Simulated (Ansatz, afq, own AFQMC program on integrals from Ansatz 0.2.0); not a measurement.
# MoClO+ (triplet): AFQMC on the coupled-cluster ladder, def2-TZVP, part 2 of 2

Ansatz 0.2.0, Gaussian basis, and an in-house AFQMC program (afq) on its integrals; all values are calculated; def2-TZVP, frozen cores. Earlier steps stand in the parts before.

### Step 12. CCSD(T) on ROHF

Input file in.yaml:

```yaml
crystal:
  periodic: [false, false, false]
  atoms:
    - {symbol: Mo, position_ang: [0.000000, 0.000000, -0.223933]}
    - {symbol: O, position_ang: [0.000000, 0.000000, -1.890133]}
    - {symbol: Cl, position_ang: [0.000000, 0.000000, 2.114067]}
basis:
  gaussian: {orbitals: def2-TZVP}
total_charge: 1
magnetization: {spin_polarized: false, initial_magnetization: 2}
correlation: {method: ccsd_t, electrons: outside_noble_gas, hamiltonian_folder: ham}
```

The run is started by

```bash
ansatz run in.yaml --threads 1 --pin off --events-out ev --progress --plain --max-ram 24576MiB --backend cuda --devices 0, --max-vram 18GiB
```

Output, cut to the lines that bear on the results:

```text
Functional definition: HF
  name "HF"
  cite "Fock, Z. Phys. 61, 126 (1930) doi:10.1007/BF01340294"
  parent pbe
[...]
774 factors; integrals over basis functions are off by at most 9.1e-4 eV
[...]
mean field -16372.42836889 eV, -601.6756449261 hartree, gradient 1.5e-6 eV, S^2 2.000000; 14 other end points of the search recorded, 0 dependent functions left out
[...]
determinant -16372.42836889 eV, -601.6756449261 hartree, with singles and doubles -16388.47438440 eV, -602.2653251197 hartree
determinant -16370.11967174 eV, -601.5908018707 hartree, with singles and doubles -16386.25010443 eV, -602.1835843386 hartree
determinant -16369.87141917 eV, -601.5816787572 hartree, with singles and doubles -16385.65200246 eV, -602.1616044966 hartree
determinant -16369.40969509 eV, -601.5647107102 hartree, with singles and doubles -16384.29235565 eV, -602.1116383977 hartree
[...]
determinant -16369.27779971 eV, -601.5598636444 hartree, with singles and doubles -16384.88772617 eV, -602.1335178610 hartree
determinant -16369.27778193 eV, -601.5598629910 hartree, with singles and doubles -16384.88774911 eV, -602.1335187041 hartree
determinant -16368.73409644 eV, -601.5398829179 hartree, with singles and doubles -16384.60011171 eV, -602.1229482243 hartree
unrestricted determinant -16372.98702354 eV, -601.6961751060 hartree, S^2 2.5553
10 core orbitals not correlated: weight in the atoms' cores, before any rotation towards them, 0.978 or more for the frozen orbitals, at most 0.018 for the correlated occupied ones
reference -16372.42836889 eV, -601.6756449261 hartree; 10, 8 occupied and 88, 90 virtual orbitals, 774 factors
second order -16.61080284 eV of doubles, -0.03570010 eV of singles
cycle   1  -15.96065186 eV  change   -9.0e-1 eV  update   2.7e-2
[...]
cycle  12  -16.00128140 eV  change    2.0e-6 eV  update   9.3e-6
perturbative correction -1.11929223 eV, -0.0411332306 hartree
Total energy: -16389.54894251 eV, -602.3048144021 hartree
```

It took 34 s on 1 × NVIDIA H100 80GB HBM3 with 1 thread of AMD EPYC 7R13 (Zen 3), shared host; peak host memory 2 GiB.

From the report: correlation -17.1206 eV; T1 0.041; largest double amplitude 0.07.

This run also writes the integrals to the folder ham.

### Step 13. Phaseless AFQMC, CISD trial on ROHF

It reads the integrals that the CCSD(T) run on this determinant wrote.

The run is started by

```bash
afq ham --method phaseless --trial cisd --walkers 1600 --populations 20 --least-time 60 --time-step 0.005 --steps-per-block 50 --equilibration-blocks 40 --max-blocks 4000 --target-error 0.00026 --factor-cut 1e-05 --start spin_pure --seed 4176 --release-times 0.24,0.6,1.2,1.8,2.6 --release-step 0.04 --release-every 4 --taylor-order 6
```

Output:

```text
orbitals 98  electrons 10 8  factors 723 of 774
reference energy -601.67564493 Eh
CCSD correlation -0.58803614 Eh in 17 cycles, weight of the determinant in the CISD state 0.7761
energy of the start -602.263669 Eh
 block  time / (1/Eh)  mean weight  energy / Eh
     1     0.250  0.9997  -602.253209
     2     0.500  0.9997  -602.268983
     3     0.750  1.0001  -602.277165
     4     1.000  1.0001  -602.282902
     5     1.250  1.0005  -602.288832
     6     1.500  1.0003  -602.290004
     7     1.750  1.0002  -602.293433
     8     2.000  1.0004  -602.295465
     9     2.250  1.0010  -602.295411
    10     2.500  1.0000  -602.296601
    13     3.250  1.0004  -602.300056
    19     4.750  0.9995  -602.309294
    25     6.250  1.0002  -602.304200
    31     7.750  0.9998  -602.311441
    37     9.250  1.0004  -602.299954
    43    10.750  0.9994  -602.299004
    49    12.250  0.9999  -602.307403
    55    13.750  1.0007  -602.308977
    61    15.250  0.9999  -602.306185
    67    16.750  0.9997  -602.308860
    73    18.250  1.0001  -602.304225
    79    19.750  1.0007  -602.308278
    85    21.250  1.0003  -602.302995
    91    22.750  0.9989  -602.308590
    97    24.250  0.9999  -602.314318
   103    25.750  1.0005  -602.303026
   109    27.250  0.9987  -602.308014
   115    28.750  0.9998  -602.303605
   121    30.250  0.9998  -602.296101
   127    31.750  0.9997  -602.300317
   133    33.250  1.0007  -602.305944
   139    34.750  0.9995  -602.303152
   145    36.250  1.0010  -602.315318
   151    37.750  1.0006  -602.306086
   157    39.250  1.0008  -602.314392
   163    40.750  1.0007  -602.305640
   169    42.250  0.9998  -602.305631
   175    43.750  0.9995  -602.305495
   181    45.250  1.0002  -602.304863
   187    46.750  1.0001  -602.305858
   193    48.250  0.9997  -602.306155
   199    49.750  1.0001  -602.302215
   205    51.250  1.0010  -602.301155
   211    52.750  1.0007  -602.298724
   217    54.250  1.0004  -602.297408
   223    55.750  1.0009  -602.302961
   229    57.250  0.9998  -602.301733
   235    58.750  0.9989  -602.305102
   241    60.250  1.0007  -602.312293
   247    61.750  0.9997  -602.303635
   253    63.250  1.0000  -602.309215
error from the spread of 20 populations
released: time / (1/Eh)  energy / Eh  error  mean overlap
  0.24  -602.305832  0.000488  0.9983
  0.60  -602.306975  0.000566  0.9928
  1.20  -602.308089  0.000989  0.9787
  1.80  -602.308555  0.001320  0.9747
  2.60  -602.311627  0.002874  0.9637
energy -602.305311 +/- 0.000626 Eh
```

Run time: 6.1 min. Hardware: 1 × NVIDIA H100 80GB HBM3 with 2 threads of AMD EPYC 7R13 (Zen 3), shared host; peak host memory 2 GiB.

Energy -16389.5625 ± 0.0170 eV. Caveats: constraint bias not in the error; error above the target.

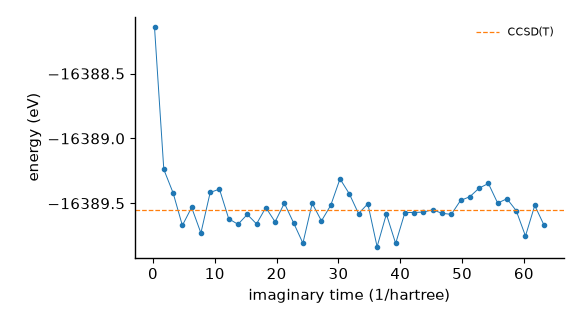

Block energies along the walk.

### Step 14. AFQMC on the ladder

On the UHF determinant, counted from CCSD(T) (a yardstick, not exact):

```csv
level,energy (eV),from CCSD(T) (kcal/mol),statistical error (kcal/mol),time
HF,-16372.9844,+380.55,,
MP2,-16387.9260,+35.99,,
CCSD,-16388.5283,+22.10,,
CCSD(T),-16389.4867,0.00,,
"Phaseless AFQMC, CISD trial, step 0.005, 1600 walkers",-16389.6097,-2.84,0.32,6.1 min
```

On the ROHF determinant, counted from CCSD(T) (a yardstick, not exact):

```csv
level,energy (eV),from CCSD(T) (kcal/mol),statistical error (kcal/mol),time
HF,-16372.4284,+394.81,,
MP2,-16389.0749,+10.93,,
CCSD,-16388.4297,+25.81,,
CCSD(T),-16389.5489,0.00,,
"Phaseless AFQMC, CISD trial, step 0.005, 1600 walkers",-16389.5625,-0.31,0.39,6.1 min
```

The functionals' totals stand on their own zeros and serve differences with other points: PBE -16413.075 eV; r2SCAN -16418.438 eV; PBE0 -16412.480 eV; B3LYP -16420.093 eV; wB97M-V -16415.368 eV; B2PLYP -16409.803 eV.

### Step 15. Outcome

This closing draws on all 2 parts.

```
                                        quantity                  value
 Phaseless AFQMC, CISD trial on UHF from CCSD(T)  -2.84 ± 0.32 kcal/mol
Phaseless AFQMC, CISD trial on ROHF from CCSD(T)  -0.31 ± 0.39 kcal/mol
```

What this shows: On UHF the phaseless walk with the CISD trial lies -2.84 kcal/mol from CCSD(T), 9 times its error bar. On ROHF the phaseless walk with the CISD trial lies -0.31 kcal/mol from CCSD(T), within three error bars. Error bars are statistical and leave out the constraint, the time step and what remains of the start. Mo carries a core potential, and spin-orbit coupling is left out.
